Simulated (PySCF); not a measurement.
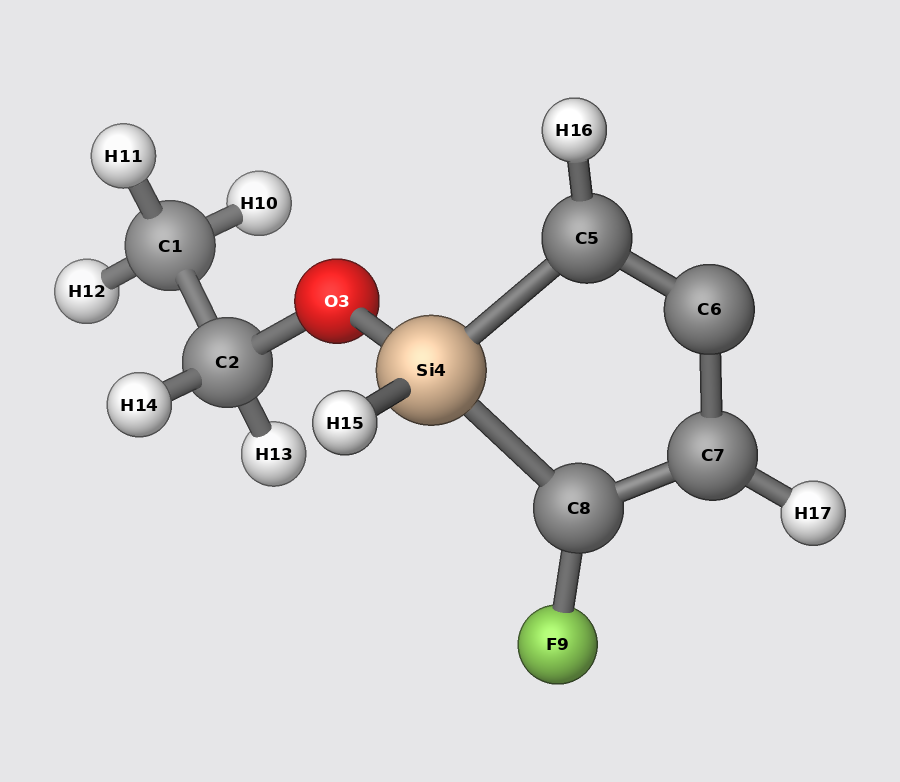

Charge 0, doublet. The computed structure is the end point of a GFN2-xTB optimisation. No frequency run is at hand to confirm it as a minimum. Level of theory: UKS B3LYP, pcH-1 on C F H O Si, non-relativistic (PySCF 2.14.0).

Give the isotropic hyperfine couplings (Fermi-contact term alone) of C1, C2, O3, Si4, C5, C6, C7, C8, F9, H10, H11, H12, H13, H14, H15, H16, H17.

```
atom  isotope  a_iso (MHz)
  C1      13C         −0.2
  C2      13C          5.1
  O3      17O        −15.8
 Si4     29Si       −122.9
  C5      13C        −14.7
  C6      13C        369.1
  C7      13C         37.7
  C8      13C         43.5
  F9      19F         15.6
 H10       1H          0.0
 H11       1H          0.0
 H12       1H          0.3
 H13       1H         −0.2
 H14       1H         −0.5
 H15       1H         16.4
 H16       1H         93.1
 H17       1H         28.5
```

The geometry is semi-empirical. Around Si such bond lengths and angles can be off by a tenth of an ångström or more and by several degrees, and values that hang on the shape move with them.
